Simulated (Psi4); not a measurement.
# PBE/aug-cc-pVDZ run of CH4OSi (SMILES CO[SiH])

What is the vertical electron affinity of CH4OSi at PBE/aug-cc-pVDZ? 

The calculation is run with Psi4 1.11.

2 further runs of the same task are left out: 2 that didn't finish.

**1. The system as given**

CH4OSi has 7 atoms, charge 0, and is taken as a singlet. As SMILES, `CO[SiH]`. The coordinates come from a PBE0-D4/def2-TZVP relaxation. This is one conformer, not always the lowest.

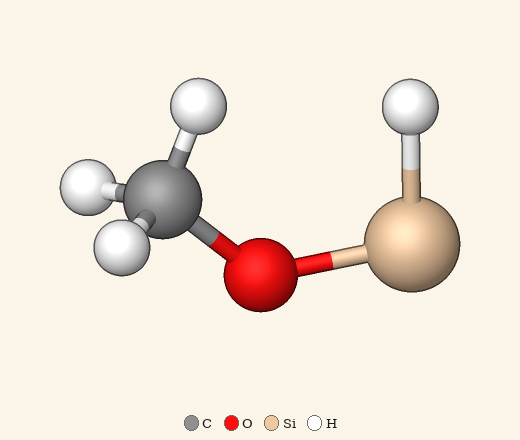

Viewed from a chosen angle; carbon grey, oxygen red, silicon light orange, hydrogen white.

**2. Energy and gradient at PBE/aug-cc-pVDZ**

calc.py reads:

```python
import psi4

psi4.set_memory(1600000000)
psi4.set_num_threads(1)
psi4.core.set_output_file('psi4.out', False)

m = psi4.geometry("""
C
O 1 1.410234
Si 2 1.63872 1 130.592
H 1 1.092386 2 109.1901 3 120.92578
H 1 1.095114 4 109.48344 2 121.61844
H 1 1.092454 4 108.53334 5 119.44861
H 3 1.551711 2 97.14136 1 -0.00713
symmetry c1
""")

psi4.set_options({
    'basis': 'aug-cc-pVDZ',
    'puream': True,
    'e_convergence': 1e-09,
    'd_convergence': 1e-08,
    'scf_type': 'pk',
    'dft_radial_points': 99,
    'dft_spherical_points': 590,
})

E, wfn = psi4.gradient('pbe', return_wfn=True)
psi4.oeprop(wfn, 'LOWDIN_CHARGES', 'WIBERG_LOWDIN_INDICES', 'QUADRUPOLE')
print('gradient / Eh bohr^-1')
print(E.np.round(6))
print(f'energy = {wfn.energy():.10f} Eh')
for k, v in sorted(psi4.core.scalar_variables().items()):
    print(f'{k:45s} {v:18.10f}')
```

Started as:

```sh
$ python calc.py
```

psi4.out:

```text
[...]
  Running in c1 symmetry.
[...]
  Nuclear repulsion =  101.069910450782501
[...]
  Multiplicity = 1
[...]
  Nalpha       = 16
  Nbeta        = 16
[...]
    Number of basis functions: 109
[...]
   @RKS iter   1:  -404.55265994448183   -1.64158e-01   7.87512e-03 DIIS/ADIIS
[...]
   @RKS iter  12:  -404.92107066429162   -1.32445e-11   3.76549e-09 DIIS
[...]
    Orbital Energies [Eh]
    ---------------------
    Doubly Occupied:
       1A    -65.453819     2A    -18.800691     3A     -9.950221
       4A     -5.078967     5A     -3.495106     6A     -3.491216
       7A     -3.485000     8A     -0.953053     9A     -0.640504
      10A     -0.488245    11A     -0.419695    12A     -0.417470
      13A     -0.364202    14A     -0.284864    15A     -0.278243
      16A     -0.201776
[...]
  @RKS Final Energy:  -404.92107066429162
   => Energetics <=
    Nuclear Repulsion Energy =            101.0699104507825012
    One-Electron Energy =                -758.7183815996692147
    Two-Electron Energy =                 288.8056883643422452
    DFT Exchange-Correlation Energy =     -36.0782878797471369
    Empirical Dispersion Energy =           0.0000000000000000
    VV10 Nonlocal Energy =                  0.0000000000000000
    Total Energy =                       -404.9210706642916193
[...]
  -Total Gradient:
     Atom            X                  Y                   Z
    ------   -----------------  -----------------  -----------------
       1       -0.000029977515     0.001020979770     0.004635812454
       2       -0.000000569333    -0.029166217300     0.010596305346
       3       -0.000003796299     0.023461320848    -0.030114828264
       4        0.007493518405    -0.004796215850     0.003069524374
       5        0.000020153768     0.008760705993     0.003645704568
       6       -0.007488008878    -0.004733226332     0.003063848271
       7        0.000008688346     0.005440020722     0.005098965429
[...]
 Multipole Moments:
 ------------------------------------------------------------------------------------
     Multipole            Electronic (a.u.)      Nuclear  (a.u.)        Total (a.u.)
 ------------------------------------------------------------------------------------
 L = 1.  Multiply by 2.5417464519 to convert [e a0] to [Debye]
 Dipole X            :          0.0000608            0.0000147            0.0000755
 Dipole Y            :         -0.0682169            0.1004695            0.0322526
 Dipole Z            :          4.7626177           -5.4367652           -0.6741475
 Magnitude           :                                                    0.6749186
 L = 2.  Multiply by 1.3450342976 to convert [e a0^2] to [Debye ang]
 Quadrupole XX       :        -24.0372699            5.6162341          -18.4210358
 Quadrupole XY       :         -0.0025381            0.0019908           -0.0005473
[...]
```

The script printed:

```text
gradient / Eh bohr^-1
[[-3.0000e-05  1.0210e-03  4.6360e-03]
 [-1.0000e-06 -2.9166e-02  1.0596e-02]
 [-4.0000e-06  2.3461e-02 -3.0115e-02]
 [ 7.4940e-03 -4.7960e-03  3.0700e-03]
 [ 2.0000e-05  8.7610e-03  3.6460e-03]
 [-7.4880e-03 -4.7330e-03  3.0640e-03]
 [ 9.0000e-06  5.4400e-03  5.0990e-03]]
energy = -404.9210706643 Eh
CURRENT ENERGY                                   -404.9210706643
CURRENT REFERENCE ENERGY                         -404.9210706643
DD SOLVATION ENERGY                                 0.0000000000
DFT FUNCTIONAL TOTAL ENERGY                      -404.9210706643
DFT TOTAL ENERGY                                 -404.9210706643
DFT VV10 ENERGY                                     0.0000000000
DFT XC ENERGY                                     -36.0782878797
GRID ELECTRONS ALPHA                               16.0000005101
GRID ELECTRONS BETA                                16.0000005101
GRID ELECTRONS TOTAL                               32.0000010201
NUCLEAR REPULSION ENERGY                          101.0699104508
ONE-ELECTRON ENERGY                              -758.7183815997
PCM POLARIZATION ENERGY                             0.0000000000
PE ENERGY                                           0.0000000000
SCF ITERATION ENERGY                             -404.9210706643
SCF ITERATIONS                                     12.0000000000
SCF TOTAL ENERGY                                 -404.9210706643
TWO-ELECTRON ENERGY                               288.8056883643
XC GRID RADIAL POINTS                              99.0000000000
XC GRID SPHERICAL POINTS                          590.0000000000
XC GRID TOTAL POINTS                           392536.0000000000
```

Run time: 97 s. Hardware: 1 thread of AMD EPYC, shared host; peak memory 0.66 GiB.

**3. The doublet anion, same level**

calc.inp reads:

```
memory 1600 MB

molecule mol {
  -1 2
  C     -0.512400     0.485500    -0.338500
  O     -0.443200    -0.446500     0.717600
  Si     0.796900    -1.387300     1.229900
  H     -1.296400     0.180800    -1.035500
  H      0.443800     0.547500    -0.868700
  H     -0.769300     1.467500     0.065400
  H      1.841700    -0.915600     0.184100
  symmetry c1
  no_reorient
  no_com
}

set {
  basis                aug-cc-pVDZ
  reference            uks
  puream               true
  e_convergence        1e-09
  d_convergence        1e-08
  scf_type             pk
  dft_radial_points    99
  dft_spherical_points 590
  maxiter              200
}

E, wfn = gradient('pbe', return_wfn=True)
oeprop(wfn, 'MULLIKEN_CHARGES', 'QUADRUPOLE', 'LOWDIN_CHARGES')
print_variables()
```

Started as:

```sh
$ psi4 -i calc.inp -o calc.out -n 1
```

calc.out, shortened:

```text
[...]
  Running in c1 symmetry.
[...]
  Nuclear repulsion =  101.069904478392957
[...]
  Multiplicity = 2
[...]
  Nalpha       = 17
  Nbeta        = 16
[...]
    Number of basis functions: 109
[...]
   @UKS iter   1:  -404.44538619064627   -5.68844e-02   8.48030e-03 ADIIS/DIIS
[...]
   @UKS iter  14:  -404.93374600439341   -1.17097e-11   7.76556e-09 DIIS
[...]
   @S^2 Observed:                7.540141743E-01
[...]
  @UKS Final Energy:  -404.93374600439341
   => Energetics <=
    Nuclear Repulsion Energy =            101.0699044783929565
    One-Electron Energy =                -764.9553192422213215
    Two-Electron Energy =                 295.2079959248904970
    DFT Exchange-Correlation Energy =     -36.2563271654555166
    Empirical Dispersion Energy =           0.0000000000000000
    VV10 Nonlocal Energy =                  0.0000000000000000
    Total Energy =                       -404.9337460043934129
[...]
  -Total Gradient:
     Atom            X                  Y                   Z
    ------   -----------------  -----------------  -----------------
       1       -0.002195707129     0.011691493638    -0.012677532542
       2        0.055647805854    -0.039453682209     0.019802396233
       3       -0.046635639333     0.042671704602    -0.027806685244
       4        0.009059916858     0.002483994327     0.010267252104
       5       -0.010095728765    -0.001047380865     0.006050568889
       6        0.002589725019    -0.013268188262    -0.003205892272
       7       -0.008358803098    -0.003077478923     0.007563895004
[...]
 Multipole Moments:
 ------------------------------------------------------------------------------------
     Multipole            Electronic (a.u.)      Nuclear  (a.u.)        Total (a.u.)
 ------------------------------------------------------------------------------------
[...]
  Mulliken Charges: (a.u.)
   Center  Symbol    Alpha    Beta     Spin     Total
       1     C     2.30860  2.43213 -0.12352  1.25927
       2     O     4.20268  4.28880 -0.08613 -0.49148
       3    SI     7.96607  6.85086  1.11521 -0.81693
       4     H     0.72811  0.65034  0.07777 -0.37844
       5     H     0.67606  0.68664 -0.01057 -0.36270
       6     H     0.72918  0.64999  0.07918 -0.37917
       7     H     0.38930  0.44124 -0.05194  0.16946
   Total alpha = 17.00000, Total beta = 16.00000, Total charge = -1.00000
  Lowdin Charges: (a.u.)
[...]
```

Run time: 2.4 min. Hardware: 1 thread of AMD EPYC, shared host; peak memory 0.65 GiB.

**4. Summary of results**

At PBE/aug-cc-pVDZ:

| quantity | value |
| --- | --- |
| singlet CH4OSi: total energy | -404.92107 Eh |
| singlet CH4OSi: dipole moment | 1.72 D |
| singlet CH4OSi: HOMO energy | -5.49 eV |
| singlet CH4OSi: LUMO energy | -2.88 eV |
| singlet CH4OSi: HOMO–LUMO gap | 2.61 eV |
| singlet CH4OSi: largest force on an atom | 1.963 eV/Å |
| doublet anion: total energy | -404.93375 Eh |
| doublet anion: HOMO energy (highest over α and β) | 1.89 eV |
| doublet anion: LUMO energy (lowest over α and β) | 2.25 eV |
| doublet anion: ⟨S²⟩ | 0.754 |
| doublet anion: largest force on an atom | 3.653 eV/Å |
| vertical electron affinity (to the doublet anion) | 0.345 eV |

What this shows: At fixed nuclei the extra electron is bound by 0.34 eV (33.3 kJ/mol). The largest force (singlet CH4OSi) is 1.96 eV/Å: the shape isn't a stationary point for this species at this level. Mulliken charges (doublet anion) run from -0.82 on Si3 to +1.26 on C1; in a basis this large or diffuse they mean little. The HOMO (doublet anion) lies at positive energy, 1.89 eV, as semi-local functionals often give for anions; only total energies tell whether the electron is bound.
